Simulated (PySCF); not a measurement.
**C₄H₁₀O₂, SMILES `CC(O)COC`: what the electrons do**

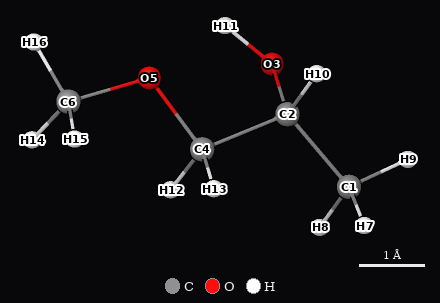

The molecule, with its atoms numbered as below. No frequency check shows the geometry to be a minimum.

Geometry (Å), atoms numbered from 1:

```
C1       2.2203   -0.7925   -0.0693
C2       1.0233    0.0557    0.3392
O3       1.1777    1.3402   -0.2178
C4      -0.2948   -0.5677   -0.1346
O5      -1.3428    0.2815    0.2834
C6      -2.6121   -0.1734   -0.1047
H7       2.1549   -1.7812    0.3756
H8       2.2545   -0.8835   -1.1517
H9       3.1328   -0.3073    0.2641
H10      0.9807    0.1350    1.4384
H11      0.3407    1.8049   -0.0970
H12     -0.2926   -0.6542   -1.2320
H13     -0.4180   -1.5722    0.2960
H14     -2.6941   -0.2394   -1.1968
H15     -2.8275   -1.1596    0.3242
H16     -3.3316    0.5512    0.2711
```

### 1. Bonding charge

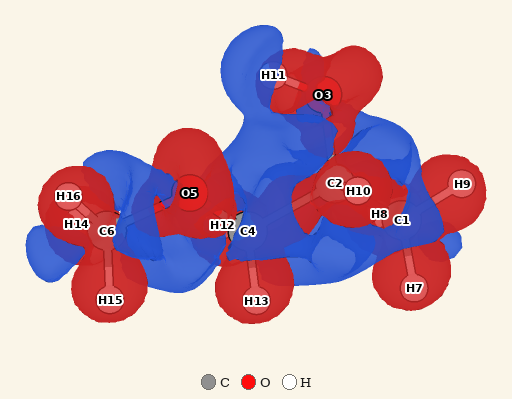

Deformation density (molecule less spherical, spin-averaged free atoms at the same positions), surfaces at ±0.06 e/Å³; red: gain, blue: loss.

PySCF calculation, PBE0/def2-SVPD, gas phase; geometry: GFN2-xTB.

**Describe the bonding that the map shows.**

The five largest and four smallest: O3–H11: +0.84 e/Å³ at the bond critical point (bond length 0.96 Å). C6–H16: +0.74 e/Å³ at the bond critical point (bond length 1.09 Å). C2–H10: +0.72 e/Å³ at the bond critical point (bond length 1.10 Å). C4–H12: +0.71 e/Å³ at the bond critical point (bond length 1.10 Å). C6–H15: +0.71 e/Å³ at the bond critical point (bond length 1.10 Å). C1–C2: +0.48 e/Å³ at the bond critical point (bond length 1.52 Å). C2–O3: +0.14 e/Å³ at the bond critical point (bond length 1.41 Å). O5–C6: +0.12 e/Å³ at the bond critical point (bond length 1.40 Å); up to 0.6 Å beside the axis the gain reaches +0.33 e/Å³. C4–O5: +0.11 e/Å³ at the bond critical point (bond length 1.41 Å); up to 0.6 Å beside the axis the gain reaches +0.33 e/Å³. In all, 3.5 electrons gather in the regions of gain relative to the promolecule. A small or negative value marks a very polar bond, one between electron-rich atoms, whose free-atom densities already overlap strongly, a long bond to a heavier atom, or a closed-shell contact such as a hydrogen bond.

**Where do the Hirshfeld charges lie?**

The highest Hirshfeld charge is on H11 (+0.14 e), the lowest on O3 (−0.24 e).

| atom | charge (e) |
| --- | --- |
| C1 | −0.12 |
| C2 | +0.04 |
| O3 | −0.24 |
| C4 | 0.00 |
| O5 | −0.15 |
| C6 | −0.04 |
| H7 | +0.04 |
| H8 | +0.04 |
| H9 | +0.05 |
| H10 | +0.03 |
| H11 | +0.14 |
| H12 | +0.03 |
| H13 | +0.04 |
| H14 | +0.04 |
| H15 | +0.04 |
| H16 | +0.05 |

### 2. Bond critical points

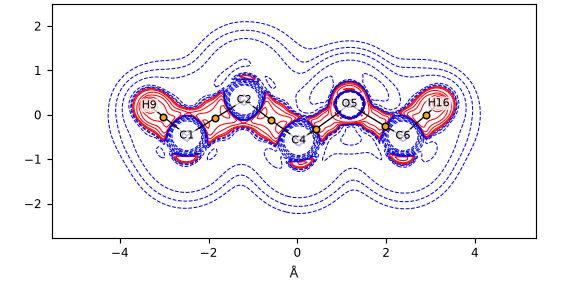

Negative Laplacian of the density (−∇²ρ) in the plane of C1, C2, C4, O5, C6, H9 and H16 (solid red lines positive, dashed blue lines negative, contours at ±0.02 to ±8 a.u.), with bond paths and bond critical points (dots).

**Sort the bonds in the plane by the sign of ∇²ρ at their critical points.**

Concentrated (∇²ρ < 0): C6–H16 (−1.10 a.u.); C1–H9 (−1.02 a.u.); O5–C6 (−0.37 a.u.); C4–O5 (−0.39 a.u.); C2–C4 (−0.61 a.u.); C1–C2 (−0.59 a.u.). At none is it depleted.

**Where along O5–C6 does the critical point lie?**

0.93 Å from O5 and 0.48 Å from C6.

### 3. Local ionisation energy

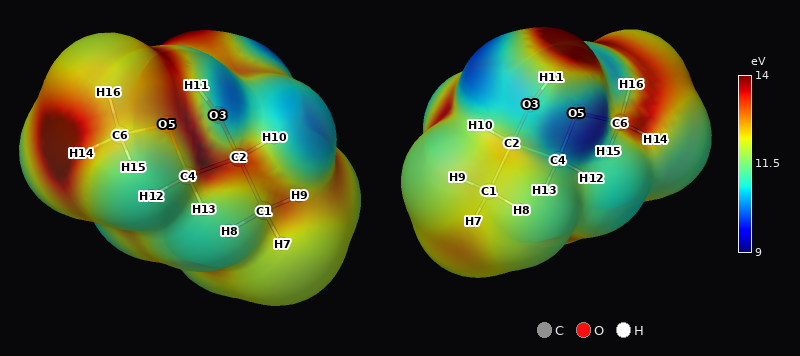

Average local ionisation energy on the surface of electron density 0.001 a.u. (back view left, front view right).

**Locate the minima of the map.**

The lowest value is 9.6 eV, 1.9 Å from O3. Further minima include 10.1 eV, 1.8 Å from O5; 10.4 eV, 1.4 Å from H10; 10.5 eV, near H11 (1.81 Å) and O5 (1.88 Å). For comparison, the highest occupied orbital lies at −7.8 eV.

**What volume does the surface enclose, and what is the dipole moment?**

About 133 Å³; the dipole moment is 2.4 D.

### 4. Excited states

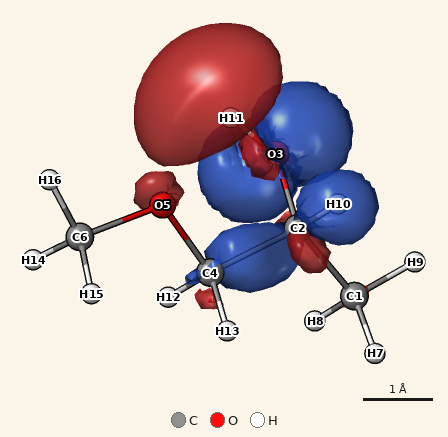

Unrelaxed difference density of S₂ less the ground state (TDA singlet states), ±0.03 e/Å³; red: gain, blue: loss.

Method: CAM-B3LYP/def2-SVP; geometry: GFN2-xTB; program: PySCF. Without diffuse functions Rydberg states are missing, so the states' numbers hold for this basis only.

**How does the charge move on excitation?**

0.79 e is displaced in all, of which about 0.5 e passes between atoms: O3 (0.48 e) loses electrons and H11 (0.35 e) and O5 (0.05 e) gain them. The state: 8.19 eV (151 nm), f = 0.006; the leading pair carries 99 %; hole on O3 (66 %), C2 (11 %) and H10 (7 %), electron on H11 (39 %), O3 (18 %) and C2 (8 %); their centroids lie 0.8 Å apart; S₁ lies within 0.1 eV of it.

### 5. Localised orbitals

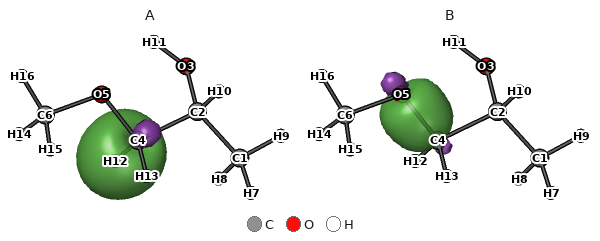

Pipek–Mezey orbitals, occupied; each surface holds about 85 % of the orbital's density. Energies are diagonal elements of the Fock matrix.

Method: B3LYP/def2-TZVP; geometry: GFN2-xTB; program: PySCF.

**Name the orbitals, with their atomic make-up and energies.**

By panel:
- A: σ bond C4–H12 (C4 55 %, H12 44 %; −13.5 eV)
- B: σ bond O5–C4 (O5 63 %, C4 36 %; −19.5 eV)

**How do all the valence pairs divide up?**

19 pairs: 15 σ bonds and 4 lone pairs.

### 6. Stretching a bond

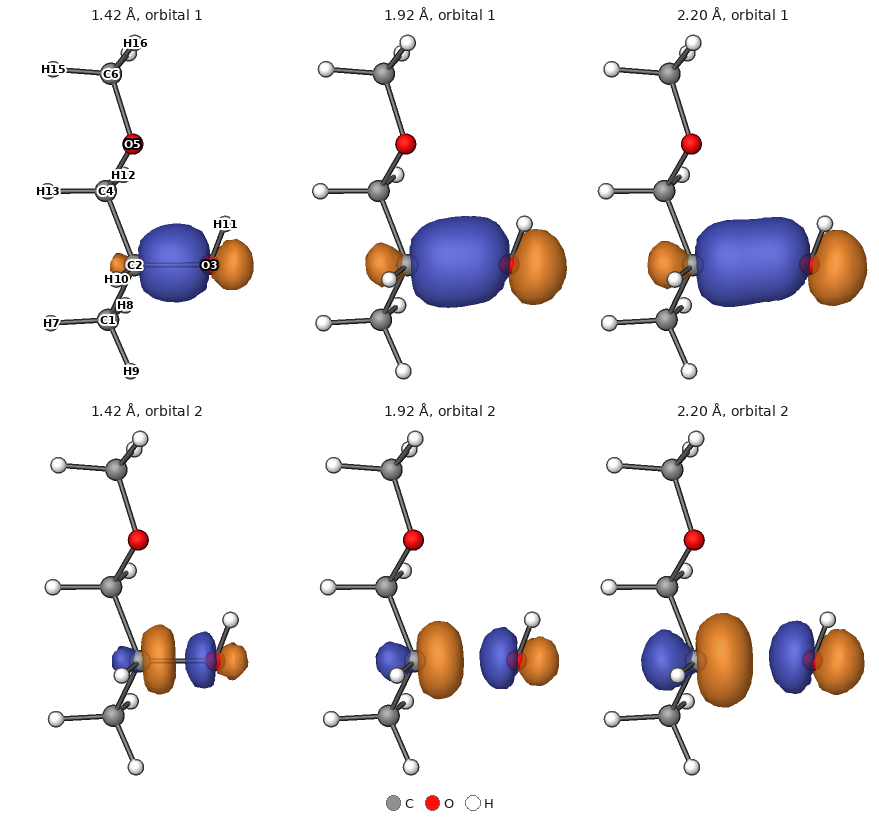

Rigid stretch of the C2–O3 bond. The two CASSCF(2,2) natural orbitals nearest half filling (orbital 1 the more occupied).

PySCF calculation, 6-31G* basis, gas phase; geometry: GFN2-xTB.

**How do the occupations change along the stretch?**

1.42 Å: 1.98 and 0.02; 1.92 Å: 1.88 and 0.12; 2.20 Å: 1.75 and 0.25. At the longest distance computed (3.98 Å) they are 1.05 and 0.95, and the effective number of unpaired electrons is 2.0.

**Where does the UHF solution part from RHF?**

Between 1.70 Å (⟨S²⟩ = 0, the two coincide) and 1.92 Å (⟨S²⟩ = 0.29); at 3.98 Å ⟨S²⟩ is 1.01 and UHF lies 5.8 eV below RHF.

**How much energy does the stretch cost?**

By CASSCF, 3.8 eV from the lowest point of the scan (1.42 Å) to 3.98 Å; RHF gives 8.9 eV from its own lowest point. The fragments aren't relaxed and dynamic correlation is missing, so this isn't a bond dissociation energy.

The PySCF runs shown took 26 s, 4.2 min, 29 s and 5 min on 1 thread of Intel(R) Xeon(R) Platinum 8375C CPU @ 2.90GHz (Ice Lake) (shared host).
